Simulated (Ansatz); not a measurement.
# CH6BSb (SMILES C[BH][SbH2]) at BLYP/def2-SVPD (core potential)

What is the vertical singlet–triplet gap of CH6BSb at BLYP/def2-SVPD (core potential)? 

Program for the calculation: Ansatz 0.2.0.

29 further runs of the same task are left out: 29 set aside as unsound or not needed.

## (1) The molecule

CH6BSb has 9 atoms, charge 0, and is taken as a singlet. SMILES: `C[BH][SbH2]`. Geometry: relaxed at PBE0-D4/def2-TZVP. This is one conformer, not always the lowest.

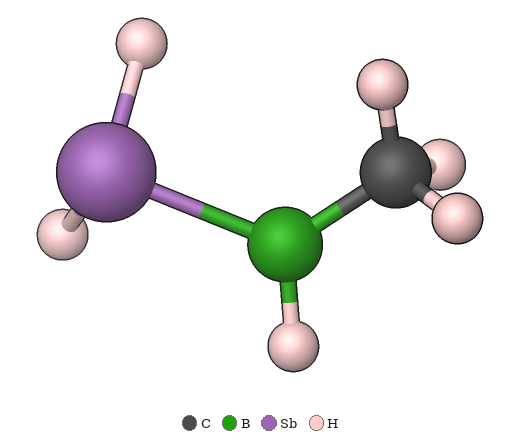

The structure, seen from a chosen angle (carbon dark grey, boron green, antimony purple, hydrogen pink).

## (2) The energy at BLYP/def2-SVPD (core potential)

The input, molecule.yaml:

```yaml
crystal:
  periodic: [false, false, false]
  atoms:
    - {symbol: C, position_ang: [-0.696500, 0.976700, -0.600500]}
    - {symbol: B, position_ang: [0.386200, -0.132200, -0.547000]}
    - {symbol: Sb, position_ang: [1.415200, -0.767000, 1.323700]}
    - {symbol: H, position_ang: [-1.637800, 0.449300, -0.824500]}
    - {symbol: H, position_ang: [-0.551700, 1.662600, -1.441500]}
    - {symbol: H, position_ang: [-0.856700, 1.545300, 0.316400]}
    - {symbol: H, position_ang: [0.752700, -0.653500, -1.562200]}
    - {symbol: H, position_ang: [1.258000, -2.435000, 1.019200]}
    - {symbol: H, position_ang: [0.019000, -0.692400, 2.299200]}
basis:
  gaussian: {orbitals: def2-SVPD}
hamiltonian: {xc: {name: BLYP}}
accuracy: high
output: {orbitals: {seedname: orbitals}}
```

The run is started by

```console
$ ansatz run molecule.yaml --threads 1 --pin off --max-ram 3480MiB --events-out events.jsonl --progress --plain --runs-dir runs
```

Log:

```text
Warning: RAYON_NUM_THREADS=1 ignored (pool sized by the plan → 1); use --threads N
Functional definition: BLYP
  name "BLYP"
  parameter beta = 0.0042
  parameter a = 0.04918
  parameter b = 0.132
  parameter c = 0.2533
  parameter d = 0.349
  exchange = b88_x(beta = beta)
  correlation = lyp_c(a = a, b = b, c = c, d = d)
2646 factors; integrals over basis functions are off by at most 3.3e-9 eV
mean field evaluation 1: about -8334.9246 eV, gradient 5.7e1 eV
mean field evaluation 2: about -8311.7426 eV, gradient 9.8e1 eV
mean field evaluation 4: about -8343.3101 eV, gradient 1.1e1 eV
mean field evaluation 8: about -8343.7924 eV, gradient 4.3e-1 eV
mean field evaluation 16: about -8343.7931 eV, gradient 2.8e-5 eV
mean field -8343.79306000 eV, -306.6287393289 hartree, gradient 3.8e-8 eV, S^2 0.000000; 0 other end points of the search recorded, 0 dependent functions left out
reference -8343.79312049 eV, -306.6287415519 hartree; 20, 20 occupied and 100, 100 virtual orbitals, 2646 factors
Total energy: -8343.79312049 eV, -306.6287415519 hartree
```

Run time: 13 s. Hardware: 1 thread of Arm Neoverse V2, shared host; peak memory 0.39 GiB.

## (3) The triplet

molecule.yaml: that of step 2 with these lines changed.

```diff
@@ -13,4 +13,10 @@
 basis:
-  gaussian: {orbitals: def2-SVPD}
-hamiltonian: {xc: {name: BLYP}}
+  gaussian:
+    orbitals: def2-SVPD
+total_charge: 0
+magnetization:
+  spin_polarized: true
+  initial_magnetization: 2
+hamiltonian:
+  xc: {name: BLYP}
 accuracy: high
```

The run is started by

```console
$ ansatz run molecule.yaml --threads 1 --pin off --max-ram 3480MiB --events-out events.jsonl --progress --plain --runs-dir runs
```

Log, shortened:

```text
Warning: RAYON_NUM_THREADS=1 ignored (pool sized by the plan → 1); use --threads N
[... 9 set-up lines as earlier in the session ...]
2646 factors; integrals over basis functions are off by at most 3.3e-9 eV
mean field evaluation 1: about -8326.9473 eV, gradient 4.7e1 eV
mean field evaluation 2: about -8194.1407 eV, gradient 1.1e2 eV
mean field evaluation 4: about -8336.3901 eV, gradient 2.0e1 eV
mean field evaluation 8: about -8340.5875 eV, gradient 1.3e-1 eV
mean field evaluation 16: about -8340.5844 eV, gradient 3.8e-4 eV
mean field evaluation 32: about -8335.2191 eV, gradient 1.5e1 eV
mean field -8340.58444422 eV, -306.5108248739 hartree, gradient 6.4e-8 eV, S^2 2.004406; 4 other end points of the search recorded, 0 dependent functions left out
reference -8340.58450446 eV, -306.5108270878 hartree; 21, 19 occupied and 99, 101 virtual orbitals, 2646 factors
Total energy: -8340.58450446 eV, -306.5108270878 hartree
```

It took 21 s on 1 thread of Arm Neoverse V2, shared host; peak memory 0.51 GiB.

## (4) What came out

At BLYP/def2-SVPD (core potential):

| quantity | value |
| --- | --- |
| singlet: total energy | -306.62874 Eh |
| singlet: HOMO energy | -5.68 eV |
| singlet: LUMO energy | -2.37 eV |
| singlet: HOMO–LUMO gap | 3.31 eV |
| triplet: total energy | -306.51083 Eh |
| triplet: HOMO energy (highest over α and β) | -2.64 eV |
| triplet: ⟨S²⟩ | 2.004 |
| vertical energy of the triplet above the singlet | 3.209 eV |

**Reading.** At this shape the triplet lies 3.21 eV (310 kJ/mol) above the singlet.
